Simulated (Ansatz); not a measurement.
Input

```
crystal:
  periodic: [false, false, false]
  atoms:
    - {symbol: C, position_ang: [-0.014582, 1.503203, -1.536909]}
    - {symbol: C, position_ang: [-0.140537, 0.609197, 1.764290]}
    - {symbol: Ga, position_ang: [-0.834968, 0.388465, -0.096041]}
    - {symbol: H, position_ang: [-0.178307, 2.567772, -1.297332]}
    - {symbol: H, position_ang: [1.074229, 1.325985, -1.551282]}
    - {symbol: H, position_ang: [-0.423487, 1.297597, -2.535240]}
    - {symbol: H, position_ang: [-0.616241, -0.062606, 2.491290]}
    - {symbol: H, position_ang: [0.947458, 0.426459, 1.764845]}
    - {symbol: H, position_ang: [-0.305832, 1.652748, 2.082391]}
basis:
  gaussian:
    orbitals: def2-TZVPD
magnetization:
  spin_polarized: true
  initial_magnetization: 1
hamiltonian:
  xc: {name: PBE0}
output: {forces: true, orbitals: {seedname: orbitals}}
total_charge: 0
```

Launched as:

```sh
ansatz run input.yaml --threads 2 --pin off --max-ram 4350MiB --events-out events.jsonl --progress --plain --runs-dir runs
```

Geometry: PBE0-D3(BJ)/def2-SVP.

The calculation used isolated molecule in a Gaussian basis; Kohn-Sham density functional theory, functional PBE0 (Ansatz).

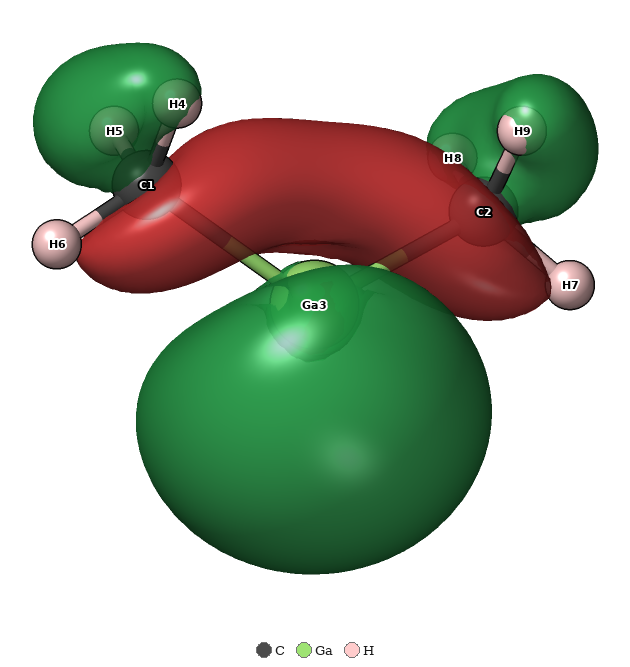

C₂H₆Ga (SMILES [CH3][Ga][CH3]) (doublet). One frontier orbital at ±0.08 Å⁻³ᐟ² (green and red are the two phases), seen at a tilt.

Which orbital is it: HOMO (α) or LUMO (α)?

The HOMO (α), at −4.97 eV. It lies mainly on Ga3 (about 70 %), C1 (about 10 %) and C2 (about 10 %).
